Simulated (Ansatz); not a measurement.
# OF2 (SMILES FOF) at CCSDT/STO-3G

What is the vertical ionisation energy of OF2 at CCSDT/STO-3G? 

The calculation is run with Ansatz 0.2.0.

43 further runs of the same task are left out: 6 that didn't finish, 37 set aside as unsound or not needed.

## 1. The structure to begin with

OF2: 3 atoms, total charge 0, spin state singlet. As SMILES, `FOF`. Geometry: relaxed at PBE0-D4/def2-TZVP.

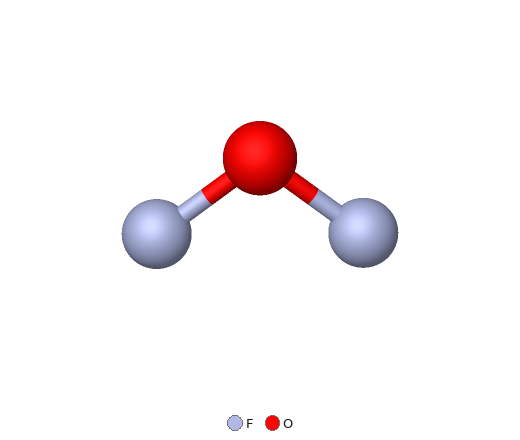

Viewed from a chosen angle; fluorine light blue, oxygen red.

## 2. A single-point energy at CCSDT/STO-3G

Contents of molecule.yaml:

```yaml
crystal:
  periodic: [false, false, false]
  atoms:
    - symbol: F
      position_ang: [0.953290, -0.339960, 0.488270]
    - symbol: O
      position_ang: [0.000520, 0.563910, 0.062040]
    - symbol: F
      position_ang: [-0.953810, -0.223960, -0.550310]
basis:
  gaussian:
    orbitals: STO-3G
correlation:
  method: ccsdt
  frozen_orbitals: {F: 1, O: 1}
accuracy: high
scf:
  omitted_lower_state_checks: [cluster_reference, increment]
```

Started as:

```bash
$ ansatz run molecule.yaml --threads 1 --pin off --max-ram 3480MiB --events-out events.jsonl --progress --plain --runs-dir runs
```

The log of the run, shortened:

```text
Warning: RAYON_NUM_THREADS=1 ignored (pool sized by the plan → 1); use --threads N
Functional definition: HF
  name "HF"
[...]
250 factors; integrals over basis functions are off by at most 4.6e-8 eV
[...]
mean field -7341.52025678 eV, -269.7958931757 hartree, gradient 7.0e-9 eV, S^2 0.000000; 0 other end points of the search recorded, 0 dependent functions left out
3 core orbitals not correlated: weight in the atoms' cores, before any rotation towards them, 1.000 or more for the frozen orbitals, at most 0.000 for the correlated occupied ones
reference -7341.52025678 eV, -269.7958931757 hartree; 10, 10 occupied and 2, 2 virtual orbitals, 250 factors
second order -2.34929541 eV of doubles, -0.00000000 eV of singles
cycle   1  -2.94582979 eV  change   -6.0e-1 eV  update   7.0e-2
[...]
cycle  25  -3.37706083 eV  change    1.4e-9 eV  update   1.2e-9
Total energy: -7344.89731761 eV, -269.9199978720 hartree
Checks for a lower state left out: cluster_reference, increment
```

Wall time 0.16 s (1 thread of Intel Xeon 6975P-C (Granite Rapids), shared host).

## 3. The doublet cation, same level

Contents of job.yaml:

```yaml
crystal:
  periodic: [false, false, false]
  atoms:
    - symbol: F
      position_ang: [0.953290, -0.339960, 0.488270]
    - symbol: O
      position_ang: [0.000520, 0.563910, 0.062040]
    - symbol: F
      position_ang: [-0.953810, -0.223960, -0.550310]
basis:
  gaussian:
    orbitals: STO-3G
total_charge: 1
magnetization:
  spin_polarized: true
  initial_magnetization: 1
correlation:
  method: ccsdt
  frozen_orbitals: {F: 1, O: 1}
accuracy: high
scf:
  omitted_lower_state_checks: [cluster_reference, increment]
```

Started as:

```bash
$ ansatz run job.yaml --threads 1 --pin off --max-ram 3480MiB --events-out events.jsonl --progress --plain --runs-dir runs
```

The log of the run, shortened:

```text
Warning: RAYON_NUM_THREADS=1 ignored (pool sized by the plan → 1); use --threads N
Functional definition: HF
  name "HF"
[...]
250 factors; integrals over basis functions are off by at most 4.6e-8 eV
[...]
mean field -7332.10219497 eV, -269.4497857877 hartree, gradient 1.5e-8 eV, S^2 0.927751; 0 other end points of the search recorded, 0 dependent functions left out
3 core orbitals not correlated: weight in the atoms' cores, before any rotation towards them, 1.000 or more for the frozen orbitals, at most 0.000 for the correlated occupied ones
reference -7332.10219497 eV, -269.4497857877 hartree; 10, 9 occupied and 2, 3 virtual orbitals, 250 factors
second order -2.43357602 eV of doubles, -0.00000000 eV of singles
cycle   1  -3.02370875 eV  change   -5.9e-1 eV  update   1.1e-1
[...]
cycle  38  -4.54223216 eV  change   5.1e-10 eV  update  9.3e-10
Total energy: -7336.64442713 eV, -269.6167097407 hartree
Checks for a lower state left out: cluster_reference, increment
```

It took 0.36 s on 1 thread of Intel Xeon 6975P-C (Granite Rapids), shared host.

## 4. Outcome

At CCSDT/STO-3G, 3 core orbitals frozen:

```
                                                   quantity          value
                                  singlet OF2: total energy  -269.92000 Eh
   singlet OF2: correlation energy (3 core orbitals frozen)     -124.1 mEh
                                 singlet OF2: T1 diagnostic          0.009
                               doublet cation: total energy  -269.61671 Eh
doublet cation: correlation energy (3 core orbitals frozen)     -166.9 mEh
          doublet cation: ⟨S²⟩ of the reference determinant          0.928
                              doublet cation: T1 diagnostic          0.068
         vertical ionisation energy (to the doublet cation)       8.253 eV
```

What this shows: Removing an electron at fixed nuclei costs 8.25 eV (190 kcal/mol). In a minimal basis such a difference can be off by several eV, whatever the method. ⟨S²⟩ (doublet cation) is 0.93 where a pure doublet has 0.75: the reference is spin-contaminated. The T1 diagnostic (doublet cation) of 0.068 is above the customary mark for such species, so a single reference may not serve.
